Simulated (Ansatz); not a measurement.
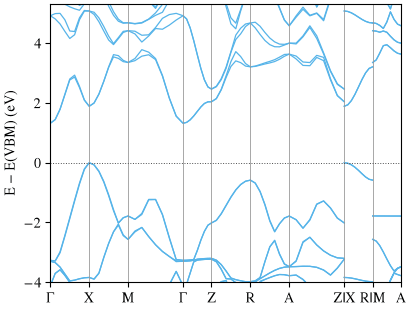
Band structure from r²SCAN with spin–orbit coupling (plane waves, PAW; program Ansatz)

Problem. Read off the gap and where the band edges lie.

Solution. About 1.3 eV (1.32 eV by a search for the band edges); maximum at X, minimum at Γ.

The material is SiSnO₃ in space group P4mm (No. 99; Si on 1b, Sn on 1a, O on 1b, O on 2c).

A made-up cell: these elements were put on the sites of a structure type; neither database checked (COD, Materials Project) lists it. Its standing as an ambient phase is unchecked. The cell was relaxed with r²SCAN under the symmetry of its start; its stability against distortions is not shown here.

Potentials: the earlier of the program's two PAW sets.
